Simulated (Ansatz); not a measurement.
**wB97M-V/6-31G(d) (spherical functions) run of C2HCl2F (SMILES FC=C(Cl)Cl)**

What is the electronic atomisation energy of C2HCl2F at wB97M-V/6-31G* (spherical functions)? 

Program for the calculation: Ansatz 0.2.0.

66 further runs of the same task are left out: 66 set aside as unsound or not needed. Runs told in other sessions of the task aren't counted.

## 1. Starting point

C2HCl2F: 6 atoms, total charge 0, spin state singlet. SMILES: `FC=C(Cl)Cl`. Geometry: relaxed at PBE0-D4/def2-TZVP.

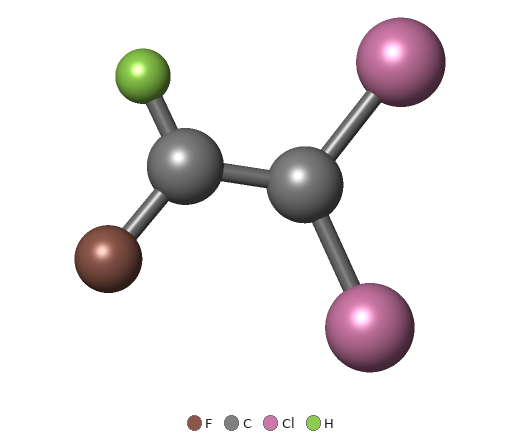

Viewed from a chosen angle; fluorine brown, carbon grey, chlorine pink, hydrogen green.

## 2. The energy at wB97M-V/6-31G(d) (spherical functions)

File in.yaml:

```yaml
crystal:
  periodic: [false, false, false]
  atoms:
    - symbol: F
      position_ang: [0.369860, -1.453540, 1.016570]
    - symbol: C
      position_ang: [0.335170, -0.183710, 0.639080]
    - symbol: C
      position_ang: [-0.249490, 0.193990, -0.489960]
    - symbol: Cl
      position_ang: [-1.002700, -0.907170, -1.549080]
    - symbol: Cl
      position_ang: [-0.269610, 1.845290, -0.936840]
    - symbol: H
      position_ang: [0.816790, 0.505150, 1.320220]
basis:
  gaussian: {orbitals: 6-31G_st_-spherical.json}
hamiltonian: {xc: {name: wB97M-V}}
accuracy: high
output: {orbitals: {seedname: orbitals}}
```

The basis set 6-31G* is read from a file made from the Basis Set Exchange's data (not shown).

Started as:

```sh
ansatz run in.yaml --threads 1 --pin off --max-ram 3480MiB --events-out events.jsonl --progress --plain --runs-dir runs
```

Standard output:

```text
Warning: RAYON_NUM_THREADS=1 ignored (pool sized by the plan → 1); use --threads N
Functional definition: wB97M-V
  name "wB97M-V"
  parameter omega = 0.3/bohr
  parameter cx = 0.15
  parameter cx01 = 1.007
  parameter cx10 = 0.259
  parameter css00 = 0.443
  parameter css04 = -1.437
  parameter css10 = -4.535
  parameter css20 = -3.390
  parameter css43 = 4.278
  parameter cos00 = 1.000
  parameter cos10 = 1.358
  parameter cos20 = 2.924
  parameter cos21 = -8.812
  parameter cos60 = -1.390
  parameter cos61 = 9.142
  parameter b = 6.0
  parameter c = 0.01
  gx(w, u) = 1 - cx + cx01*u + cx10*w
  gss(w, u) = css00 + css04*u^4 + css10*w + css20*w^2 + css43*w^4*u^3
  gos(w, u) = cos00 + cos10*w + (cos20 + cos21*u)*w^2 + (cos60 + cos61*u)*w^6
  exchange = spin_sum(e_x_unif_sr(omega)*gx(b97_w, b97_u_x)) + cx*exact_x_sr(omega) + exact_x_lr(omega)
  correlation = spin_sum(e_c_pw_mod_same_spin*gss(b97_w, b97_u_same))
      + integral(e_c_pw_mod_opposite_spin*gos(b97_w_opposite, b97_u_opposite)) + vv10(b, c)
1764 factors; integrals over basis functions are off by at most 5.3e-9 eV
323 factors; integrals over basis functions are off by at most 1.6e-9 eV
mean field evaluation 1: about -29846.2836 eV, gradient 2.2e1 eV
mean field evaluation 2: about -29846.5956 eV, gradient 2.0e1 eV
mean field evaluation 4: about -29847.3008 eV, gradient 6.2e-1 eV
mean field evaluation 8: about -29847.4372 eV, gradient 7.5e-2 eV
mean field evaluation 16: about -29847.4373 eV, gradient 3.0e-5 eV
mean field -29847.43725956 eV, -1096.8730879692 hartree, gradient 5.7e-8 eV, S^2 0.000000; 0 other end points of the search recorded, 0 dependent functions left out
reference -29847.43726256 eV, -1096.8730880795 hartree; 28, 28 occupied and 52, 52 virtual orbitals, 1764 factors
Total energy: -29847.43726256 eV, -1096.8730880795 hartree
```

Wall time 71 s (1 thread of Arm Neoverse V1, shared host); peak memory 0.5 GiB.

## 3. The C atom at the same level

File input.yaml:

```yaml
crystal:
  periodic: [false, false, false]
  atoms:
    - {symbol: C, position_ang: [0.000000, 0.000000, 0.000000]}
basis:
  gaussian:
    orbitals: 6-31G_st_-spherical.json
accuracy: high
hamiltonian:
  xc: {name: wB97M-V}
magnetization:
  spin_polarized: true
  initial_magnetization: 2
```

The basis set 6-31G* is read from a file made from the Basis Set Exchange's data (not shown).

Run the same way, it converges to -37.83053 Eh (log not shown).

## 4. The Cl atom

File run.yaml:

```yaml
crystal:
  periodic: [false, false, false]
  atoms:
    - {symbol: Cl, position_ang: [0.000000, 0.000000, 0.000000]}
basis:
  gaussian:
    orbitals: 6-31G_st_-spherical.json
accuracy: high
magnetization:
  spin_polarized: true
  initial_magnetization: 1
hamiltonian:
  xc: {name: wB97M-V}
```

The basis set 6-31G* is read from a file made from the Basis Set Exchange's data (not shown).

Started as:

```sh
ansatz run run.yaml --threads 1 --pin off --max-ram 3480MiB --events-out events.jsonl --progress --plain --runs-dir runs
```

Standard output:

```text
Warning: RAYON_NUM_THREADS=1 ignored (pool sized by the plan → 1); use --threads N
Functional definition: wB97M-V
  name "wB97M-V"
  parameter omega = 0.3/bohr
  parameter cx = 0.15
  parameter cx01 = 1.007
  parameter cx10 = 0.259
  parameter css00 = 0.443
  parameter css04 = -1.437
  parameter css10 = -4.535
  parameter css20 = -3.390
  parameter css43 = 4.278
  parameter cos00 = 1.000
  parameter cos10 = 1.358
  parameter cos20 = 2.924
  parameter cos21 = -8.812
  parameter cos60 = -1.390
  parameter cos61 = 9.142
  parameter b = 6.0
  parameter c = 0.01
  gx(w, u) = 1 - cx + cx01*u + cx10*w
  gss(w, u) = css00 + css04*u^4 + css10*w + css20*w^2 + css43*w^4*u^3
  gos(w, u) = cos00 + cos10*w + (cos20 + cos21*u)*w^2 + (cos60 + cos61*u)*w^6
  exchange = spin_sum(e_x_unif_sr(omega)*gx(b97_w, b97_u_x)) + cx*exact_x_sr(omega) + exact_x_lr(omega)
  correlation = spin_sum(e_c_pw_mod_same_spin*gss(b97_w, b97_u_same))
      + integral(e_c_pw_mod_opposite_spin*gos(b97_w_opposite, b97_u_opposite)) + vv10(b, c)
140 factors; integrals over basis functions are off by at most 3.1e-9 eV
60 factors; integrals over basis functions are off by at most 1.1e-9 eV
mean field evaluation 1: about -12519.7592 eV, gradient 2.2e0 eV
mean field evaluation 2: about -12519.7881 eV, gradient 4.3e-1 eV
mean field evaluation 4: about -12519.7896 eV, gradient 4.4e-1 eV
mean field evaluation 8: about -12519.7910 eV, gradient 1.8e-3 eV
mean field evaluation 16: about -12519.7910 eV, gradient 8.9e-9 eV
mean field -12519.79104725 eV, -460.0938347672 hartree, gradient 8.7e-9 eV, S^2 0.751216; 0 other end points of the search recorded, 0 dependent functions left out
reference -12519.79104921 eV, -460.0938348395 hartree; 9, 8 occupied and 9, 10 virtual orbitals, 140 factors
Total energy: -12519.79104921 eV, -460.0938348395 hartree
```

Run time: 5.7 s. Hardware: 1 thread of Arm Neoverse V1, shared host; peak memory 0.21 GiB.

## 5. The F atom at the same level

File run.yaml:

```yaml
basis:
  gaussian:
    orbitals: 6-31G_st_-spherical.json
crystal:
  periodic: [false, false, false]
  atoms:
    - {symbol: F, position_ang: [0.000000, 0.000000, 0.000000]}
hamiltonian:
  xc: {name: wB97M-V}
accuracy: high
magnetization:
  spin_polarized: true
  initial_magnetization: 1
```

The basis set 6-31G* is read from a file made from the Basis Set Exchange's data (not shown).

Run the same way, it converges to -99.69042 Eh (log not shown).

## 6. The H atom, same level

File input.yaml:

```yaml
crystal:
  periodic: [false, false, false]
  atoms:
    - symbol: H
      position_ang: [0.000000, 0.000000, 0.000000]
basis:
  gaussian: {orbitals: "6-31G*"}
accuracy: high
magnetization: {spin_polarized: true, initial_magnetization: 1}
hamiltonian: {xc: {name: wB97M-V}}
```

Run the same way, it converges to -0.49108 Eh (log not shown).

## 7. Summary of results

Level: wB97M-V/6-31G* (spherical functions).

```
                     quantity           value
       molecule: total energy  -1096.87309 Eh
        molecule: HOMO energy        -9.40 eV
        molecule: LUMO energy         2.22 eV
      molecule: HOMO–LUMO gap        11.62 eV
         C atom: total energy    -37.83053 Eh
                 C atom: ⟨S²⟩           2.001
        Cl atom: total energy   -460.09383 Eh
                Cl atom: ⟨S²⟩           0.751
         F atom: total energy    -99.69042 Eh
                 F atom: ⟨S²⟩           0.751
         H atom: total energy     -0.49108 Eh
                 H atom: ⟨S²⟩           0.750
electronic atomisation energy       22.935 eV
```

Taking the molecule apart into free atoms costs 22.94 eV (2213 kJ/mol), before zero-point energy and without spin-orbit coupling.
